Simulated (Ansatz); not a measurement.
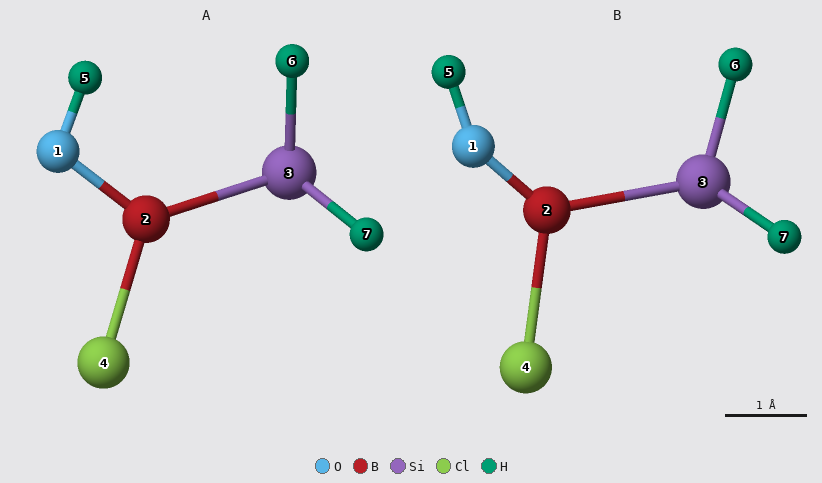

Two geometries of BSiH3OCl (charge −1), drawn at one scale. One is the start of a relaxation, the other its converged end. A ball-and-stick model, seen face on.

Level of theory: RKS PBE-D4/def2-SVPD (Ansatz). Settings: force threshold 0.03 eV/Å; at most 250 steps.

Q: Which of the two is the end point?

A: Structure A is the relaxed one. It is one of the separated reactants of a reaction. The energy falls by 127.2 kJ/mol in 9 geometry steps. Largest force component: 5.2 eV/Å at the start, 0.027 eV/Å at the end. The atom that moves furthest after the best rigid fit is H5 (0.62 Å). Largest moves by element: H 0.62 Å, Cl 0.31 Å, Si 0.26 Å, B 0.17 Å, O 0.15 Å. Near-neighbour distances that change, for instance: O1–B2 1.252 → 1.393 Å, B2–Cl4 1.966 → 1.859 Å, Si3–H6 1.503 → 1.557 Å, Si3–H7 1.502 → 1.539 Å. Bond angles that change, for instance: B2–O1–H5 146.3° → 106.6°, B2–Si3–H6 114.5° → 96.1°, Si3–B2–Cl4 106.4° → 123.9°. Groups turn about O1–B2 by about 25°.
